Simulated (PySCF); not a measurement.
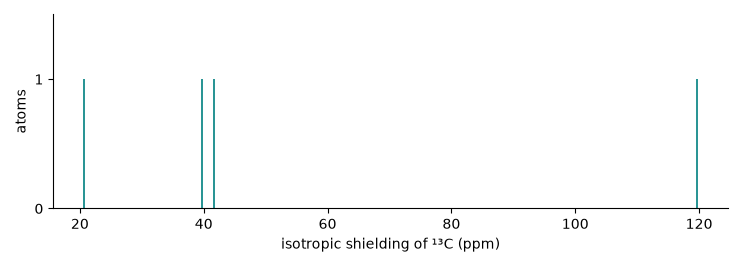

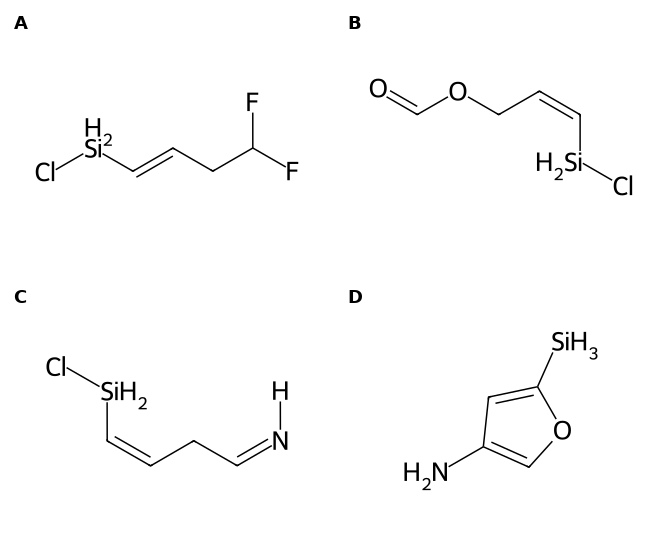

The sticks are computed shieldings of one of the molecules, for one fixed geometry (GFN2-xTB) without averaging over rotations. Low shielding means a high chemical shift. Method: GIAO PBE0/pcSseg-1 NMR shielding, non-relativistic, gas phase (PySCF 2.14.0).

Question: Match the spectrum to a structure.

Answer: B, `O=COC/C=C\[SiH2]Cl`. Its 4 C atoms give lines at 20.6, 39.8, 41.6, 119.6 ppm.

The geometry is semi-empirical. Around Si such bond lengths and angles can be off by a tenth of an ångström or more and by several degrees, and values that hang on the shape move with them.
